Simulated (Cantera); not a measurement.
Feed: 1 mol Si3N4, 3.2 mol CO2, 97 mol N2, equilibrated at 190 Pa.

These are equilibrium values from Cantera (NASA tables, ideal gas, pure condensed phases), not measurements of a reactor. Candidate condensed phases: C, Si, SiC, SiO2, Si2N2O, Si3N4; 34 gas species. Mutual solubility and eutectic melting of coexisting phases are not modelled. The tables hold silica as quartz up to 1696 K and as liquid above; real silica turns to tridymite and cristobalite and melts near 1996 K. Kinetics and transport are ignored.

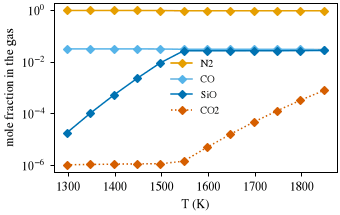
Fig. 1. Equilibrium gas composition (values under 1e-9 drawn at 1e-9)

Task: Read off the mole fractions at 1648 K.

Result: N2 about 0.94, CO about 0.030, SiO about 0.027, CO2 about 1.6e-5.
